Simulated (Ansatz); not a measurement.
# C2H8O2Sn: how energies converge with the basis set

How large a basis does C2H8O2Sn need? Two functionals are run in growing sets.

Computed with Ansatz 0.2.0, Gaussian basis. Level: one geometry, several basis sets.

Plan: PBE0-D4/def2-SVP; ωB97M-V/def2-SVP; PBE0-D4/def2-QZVPP; ωB97M-V/def2-QZVPP; the functionals' def2-TZVPP values are taken from earlier runs.

## Step 1: Structure used throughout

The geometry comes from an earlier relaxation with PBE0-D4 in a triple-zeta def2 set; it is a stationary point, not always the lowest conformer. Sn takes the def2 core potential; no spin-orbit term is included.

SMILES `[CH3][Sn]([CH3])([OH])[OH]`, 13 atoms, charge 0, spin multiplicity 1.

Atoms are counted from 1 here; the program's logs count them from 0.

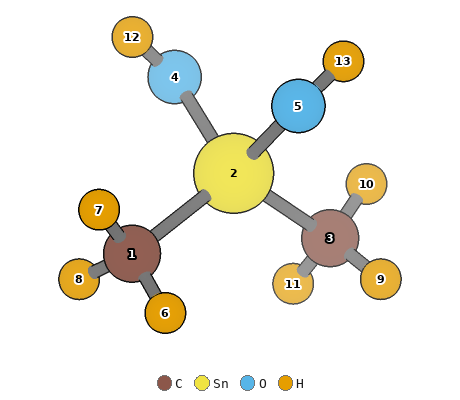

The geometry (carbon brown, tin yellow, oxygen blue, hydrogen amber); atoms are numbered from 1 in the order of the file.

As a file:

```xyz
13
C2H8O2Sn
C    -1.9391    0.4891    0.1018
Sn    0.1049    0.0285   -0.2455
C     1.3446   -0.6745    1.3293
O     0.3057   -1.3654   -1.6265
O     0.8101    1.6956   -1.0292
H    -2.0328    1.1417    0.9700
H    -2.3358    1.0043   -0.7731
H    -2.5057   -0.4257    0.2746
H     1.5436    0.1294    2.0376
H     2.2843   -1.0273    0.9046
H     0.8578   -1.5007    1.8477
H    -0.1373   -1.1537   -2.4511
H     1.7200    1.6240   -1.3254
```

## Step 2: PBE0-D4 in def2-SVP

in.yaml

```yaml
crystal:
  periodic: [false, false, false]
  atoms:
    - {symbol: C, position_ang: [-1.939147, 0.489135, 0.101777]}
    - {symbol: Sn, position_ang: [0.104914, 0.028514, -0.245453]}
    - {symbol: C, position_ang: [1.344624, -0.674533, 1.329287]}
    - {symbol: O, position_ang: [0.305695, -1.365426, -1.626533]}
    - {symbol: O, position_ang: [0.810077, 1.695606, -1.029159]}
    - {symbol: H, position_ang: [-2.032814, 1.141652, 0.970038]}
    - {symbol: H, position_ang: [-2.335806, 1.004262, -0.773067]}
    - {symbol: H, position_ang: [-2.505741, -0.425718, 0.274600]}
    - {symbol: H, position_ang: [1.543558, 0.129431, 2.037634]}
    - {symbol: H, position_ang: [2.284333, -1.027322, 0.904577]}
    - {symbol: H, position_ang: [0.857790, -1.500670, 1.847715]}
    - {symbol: H, position_ang: [-0.137306, -1.153688, -2.451077]}
    - {symbol: H, position_ang: [1.720021, 1.623955, -1.325439]}
basis:
  gaussian: {orbitals: def2-SVP}
hamiltonian: {xc: pbe0, dispersion: d4}
output: {orbitals: {seedname: orbitals}}
```

Run with:

```sh
ansatz run in.yaml --threads 4 --pin off --events-out ev --progress --plain --max-ram 11315MiB
```

The program printed:

```text
Functional definition: PBE0
  name "PBE0"
  cite "Adamo & Barone, J. Chem. Phys. 110, 6158 (1999) doi:10.1063/1.478522"
  cite "Perdew, Burke & Ernzerhof, Phys. Rev. Lett. 77, 3865 (1996) doi:10.1103/PhysRevLett.77.3865"
  parent pbe
  parameter a = 0.25
  parameter kappa = 0.804
  parameter beta = 0.06672455060314922
  exchange = (1 - a)*pbe_x(kappa = kappa, mu = beta*pi^2/3) + a*exact_x
  correlation = pbe_c(beta = beta)
1420 factors; their error is unknown
mean field evaluation 1: about -12104.2441 eV, gradient 8.5e1 eV
mean field evaluation 2: about -12090.0567 eV, gradient 1.2e2 eV
mean field evaluation 4: about -12118.8788 eV, gradient 3.7e0 eV
mean field evaluation 8: about -12118.9096 eV, gradient 1.4e-2 eV
mean field -12118.98415231 eV, -445.3644530548 hartree, gradient 4.9e-5 eV, S^2 0.000000; 0 other end points of the search recorded, 0 dependent functions left out
reference -12118.98418476 eV, -445.3644542473 hartree; 29, 29 occupied and 93, 93 virtual orbitals, 1420 factors
Total energy: -12119.20005508 eV, -445.3723873353 hartree
```

Wall time 1.7 s (4 threads of Arm Neoverse V2, shared host).

## Step 3: ωB97M-V in def2-SVP

in.yaml: that of step 2 with these lines changed.

```diff
@@ -18,3 +18,3 @@
   gaussian: {orbitals: def2-SVP}
-hamiltonian: {xc: pbe0, dispersion: d4}
+hamiltonian: {xc: {name: wB97M-V}}
 output: {orbitals: {seedname: orbitals}}
```

Launched as before.

The program printed, shortened:

```text
Functional definition: wB97M-V
  name "wB97M-V"
  cite "Mardirossian & Head-Gordon, J. Chem. Phys. 144, 214110 (2016) doi:10.1063/1.4952647"
  cite "Becke, J. Chem. Phys. 107, 8554 (1997) doi:10.1063/1.475007"
  cite "Vydrov & Van Voorhis, J. Chem. Phys. 133, 244103 (2010) doi:10.1063/1.3521275"
  # Of w^i u^j: cxij and so on, Table III.
[...]
  gx(w, u) = 1 - cx + cx01*u + cx10*w
  gss(w, u) = css00 + css04*u^4 + css10*w + css20*w^2 + css43*w^4*u^3
  gos(w, u) = cos00 + cos10*w + (cos20 + cos21*u)*w^2 + (cos60 + cos61*u)*w^6
[...]
      + integral(e_c_pw_mod_opposite_spin*gos(b97_w_opposite, b97_u_opposite)) + vv10(b, c)
1406 factors; their error is unknown
348 factors; integrals over basis functions are off by at most 7.6e-6 eV
[...]
mean field -12121.71293002 eV, -445.4647337859 hartree, gradient 6.6e-5 eV, S^2 0.000000; 0 other end points of the search recorded, 0 dependent functions left out
reference -12121.71298053 eV, -445.4647356421 hartree; 29, 29 occupied and 93, 93 virtual orbitals, 1406 factors
Total energy: -12121.71298053 eV, -445.4647356421 hartree
```

Wall time 6.5 s (4 threads of Arm Neoverse V2, shared host).

## Step 4: PBE0-D4 in def2-QZVPP

in.yaml: that of step 3 with these lines changed.

```diff
@@ -17,4 +17,4 @@
 basis:
-  gaussian: {orbitals: def2-SVP}
-hamiltonian: {xc: {name: wB97M-V}}
+  gaussian: {orbitals: "def2-QZVPP.json"}
+hamiltonian: {xc: pbe0, dispersion: d4}
 output: {orbitals: {seedname: orbitals}}
```

The command is unchanged.

The program printed:

```text
Functional definition: PBE0
  name "PBE0"
  cite "Adamo & Barone, J. Chem. Phys. 110, 6158 (1999) doi:10.1063/1.478522"
  cite "Perdew, Burke & Ernzerhof, Phys. Rev. Lett. 77, 3865 (1996) doi:10.1103/PhysRevLett.77.3865"
  parent pbe
  parameter a = 0.25
  parameter kappa = 0.804
  parameter beta = 0.06672455060314922
  exchange = (1 - a)*pbe_x(kappa = kappa, mu = beta*pi^2/3) + a*exact_x
  correlation = pbe_c(beta = beta)
1675 factors; their error is unknown
mean field evaluation 1: about -12108.5169 eV, gradient 1.0e2 eV
mean field evaluation 2: about -12085.6072 eV, gradient 1.5e2 eV
mean field evaluation 4: about -12127.5739 eV, gradient 6.6e0 eV
mean field evaluation 8: about -12127.6637 eV, gradient 4.4e-2 eV
mean field evaluation 16: about -12127.7262 eV, gradient 2.0e-4 eV
mean field -12127.72617556 eV, -445.6857164836 hartree, gradient 2.7e-5 eV, S^2 0.000000; 0 other end points of the search recorded, 0 dependent functions left out
reference -12127.72622636 eV, -445.6857183508 hartree; 29, 29 occupied and 521, 521 virtual orbitals, 1675 factors
Total energy: -12127.94209669 eV, -445.6936514388 hartree
```

Run time: 14 s. Hardware: 4 threads of Arm Neoverse V2, shared host; peak memory 2.1 GiB.

## Step 5: ωB97M-V in def2-QZVPP

in.yaml: that of step 4 with these lines changed.

```diff
@@ -18,3 +18,3 @@
   gaussian: {orbitals: "def2-QZVPP.json"}
-hamiltonian: {xc: pbe0, dispersion: d4}
+hamiltonian: {xc: {name: wB97M-V}}
 output: {orbitals: {seedname: orbitals}}
```

Launched as before.

The program printed, shortened:

```text
Functional definition: wB97M-V
  name "wB97M-V"
  cite "Mardirossian & Head-Gordon, J. Chem. Phys. 144, 214110 (2016) doi:10.1063/1.4952647"
  cite "Becke, J. Chem. Phys. 107, 8554 (1997) doi:10.1063/1.475007"
  cite "Vydrov & Van Voorhis, J. Chem. Phys. 133, 244103 (2010) doi:10.1063/1.3521275"
  # Of w^i u^j: cxij and so on, Table III.
[...]
  gx(w, u) = 1 - cx + cx01*u + cx10*w
  gss(w, u) = css00 + css04*u^4 + css10*w + css20*w^2 + css43*w^4*u^3
  gos(w, u) = cos00 + cos10*w + (cos20 + cos21*u)*w^2 + (cos60 + cos61*u)*w^6
[...]
      + integral(e_c_pw_mod_opposite_spin*gos(b97_w_opposite, b97_u_opposite)) + vv10(b, c)
1658 factors; their error is unknown
448 factors; integrals over basis functions are off by at most 5.9e-6 eV
[...]
mean field -12130.75347550 eV, -445.7969677047 hartree, gradient 1.4e-5 eV, S^2 0.000000; 0 other end points of the search recorded, 0 dependent functions left out
reference -12130.75355714 eV, -445.7969707050 hartree; 29, 29 occupied and 521, 521 virtual orbitals, 1658 factors
Total energy: -12130.75355714 eV, -445.7969707050 hartree
```

Run time: 32 s. Hardware: 4 threads of Arm Neoverse V2, shared host; peak memory 2.6 GiB.

## Step 6: Functionals by basis

The def2-TZVPP values come from earlier runs at the same geometry.

```tsv
functional	basis	functions	energy (eV)	from the largest (eV)	HOMO (eV)	LUMO (eV)
PBE0-D4	def2-SVP	122	-12119.2001	8.742	-7.72	0.34
PBE0-D4	def2-TZVPP	286	-12127.4866	0.455	-7.94	-0.10
PBE0-D4	def2-QZVPP	550	-12127.9421	0.000	-7.98	-0.37
ωB97M-V	def2-SVP	122	-12121.7130	9.041	-10.04	2.15
ωB97M-V	def2-TZVPP	286	-12130.3086	0.445	-10.22	1.54
ωB97M-V	def2-QZVPP	550	-12130.7536	0.000	-10.24	0.99
```

## Step 7: Outcome

| quantity | value |
| --- | --- |
| PBE0-D4: double and triple zeta above quadruple | 8.74, 0.46 eV |
| ωB97M-V: double and triple zeta above quadruple | 9.04, 0.44 eV |

What this shows: For PBE0-D4 the step from double to triple zeta gains 8.29 eV and the next only 0.46 eV. Total energies overstate the basis error of differences, where much of it tends to cancel. The LUMO of ωB97M-V is positive and keeps falling with the basis (2.15 to 0.99 eV): an unbound level that the basis holds in place.

For PBE0-D4 the largest set took about 8 times as long as the smallest (14 s against 1.7 s).
